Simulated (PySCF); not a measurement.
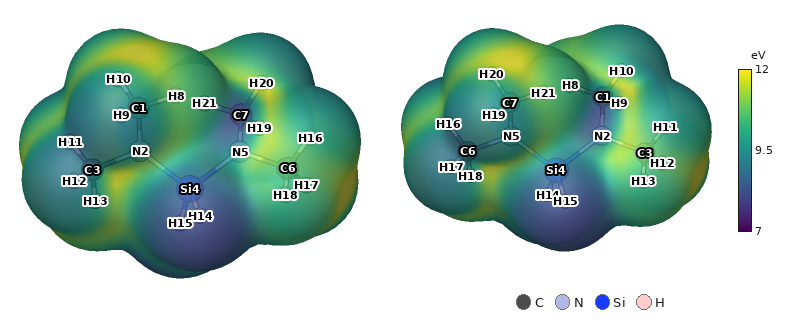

Figure. C4H14N2Si, SMILES `CN(C)[SiH2]N(C)C`. Average local ionisation energy on the surface of electron density 0.001 a.u. (back view left, front view right).

Level of theory: TPSS/def2-SVP (PySCF), at a geometry from GFN2-xTB. No frequency check shows the geometry to be a minimum.

Geometry (Å), atoms numbered from 1:

```
C1      -1.4992    1.1971    0.8821
N2      -1.3711    0.0939   -0.0377
C3      -2.6504   -0.3934   -0.4770
Si4      0.0003   -0.9438    0.0006
N5       1.3709    0.0939    0.0371
C6       2.6503   -0.3941    0.4755
C7       1.4990    1.1987   -0.8808
H8      -0.5130    1.5237    1.1981
H9      -2.0780    0.9166    1.7714
H10     -2.0134    2.0320    0.3944
H11     -3.2166    0.4160   -0.9481
H12     -3.2474   -0.7830    0.3580
H13     -2.5117   -1.1919   -1.2001
H14      0.1563   -1.7914    1.1916
H15     -0.1564   -1.7893   -1.1956
H16      3.2164    0.4146    0.9480
H17      3.2473   -0.7822   -0.3602
H18      2.5116   -1.1938    1.1972
H19      2.0778    0.9198   -1.7706
H20      2.0131    2.0328   -0.3916
H21      0.5127    1.5258   -1.1962
```

### Locate the minima of the map.

The lowest value is 7.9 eV, near H8 (1.89 Å) and N5 (1.98 Å). Further minima include 8.0 eV, 1.5 Å from H15, and at like points elsewhere; 8.0 eV, 1.8 Å from H21; 8.6 eV, about equally far (1.6 Å) from H9 and H12, and at like points elsewhere. For comparison, the highest occupied orbital lies at −4.9 eV.

### What volume does the surface enclose, and what is the dipole moment?

About 179 Å³; the dipole moment is 0.6 D.

Run time: 37 s on 1 thread of Intel(R) Xeon(R) 6975P-C (Granite Rapids), on a shared host, peak memory 0.71 GiB.
